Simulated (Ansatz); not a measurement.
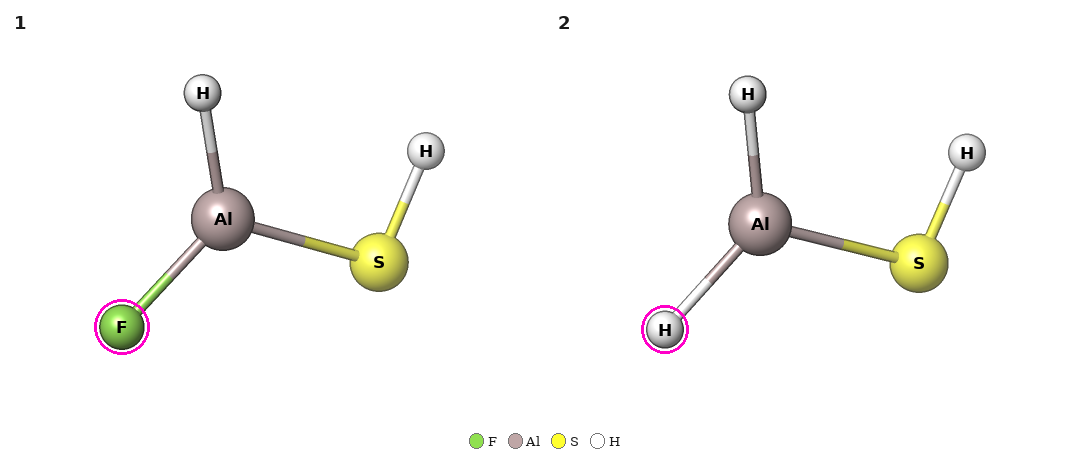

2 molecules with one skeleton, seen from the same side and at one scale; the atom that differs is circled. Charge 0, singlet. Computed geometries: PBE0-D4/def2-TZVP optimisations, one conformation each. Properties computed with Ansatz 0.2.0.

One atom differs, called X below: F in panel 1, H in panel 2. Their formulas are AlFH2S (`[F][AlH][SH]`), AlH3S (`[AlH2][SH]`).

In which is the dipole moment larger (PBE0-D4/def2-TZVP)?

In panel 1 (X = F).

In which is the harmonic zero-point energy higher (PBE0-D4/def2-TZVP)?

In panel 2 (X = H).

Give the values. With PBE0-D4/def2-TZVP: length of X–Al (Å), angle X–Al–H (°), dipole moment (D), harmonic zero-point energy (kJ/mol). With PBE0-D4/def2-QZVPP: HOMO energy (Kohn–Sham orbital) (eV), HOMO–LUMO gap (eV). With PBE0-D4/def2-TZVPP: vertical ionisation energy (eV).

```
                            quantity  1 (F)  2 (H)   2 − 1
                  length of X–Al (Å)  1.645  1.579  −0.066
                    angle X–Al–H (°)  119.8  124.6    +4.8
HOMO energy (Kohn–Sham orbital) (eV)  −8.11  −7.88   +0.23
                  HOMO–LUMO gap (eV)   7.07   6.43   −0.64
                   dipole moment (D)   1.91   0.98   −0.93
 harmonic zero-point energy (kJ/mol)   49.5   59.5   +10.0
     vertical ionisation energy (eV)  10.52  10.23   −0.29
```
